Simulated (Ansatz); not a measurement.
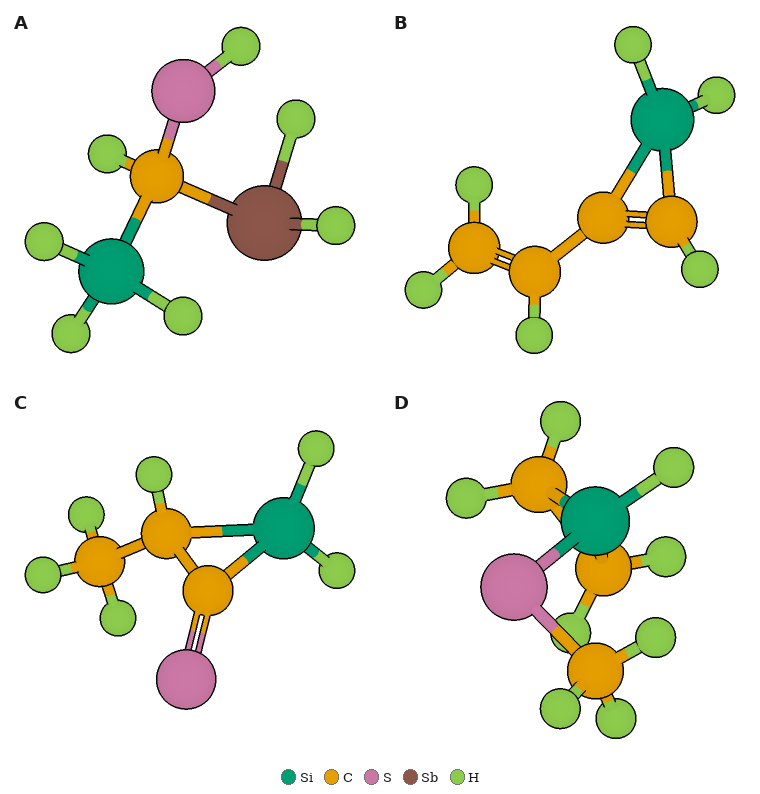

Simulated data, not a measurement (program: Ansatz).

```xyz
11
charge 0, multiplicity 1
C    -1.2462    0.2227    0.8607
C    -0.1297   -0.4267    0.0943
Si    1.6955   -0.0520   -0.3105
C     0.1516   -0.0944   -1.3112
S    -0.6897    0.5805   -2.5006
H    -1.2369    1.3032    0.7044
H    -1.1589    0.0235    1.9302
H    -2.2163   -0.1472    0.5179
H    -0.0347   -1.5089    0.2617
H     2.3429    1.2605   -0.0948
H     2.5879   -1.2181   -0.1316
```

**Which panel shows the molecule in this file?**

C. The file holds C3H6SSi, `C[C@@H]1[SiH2]C1=S`.
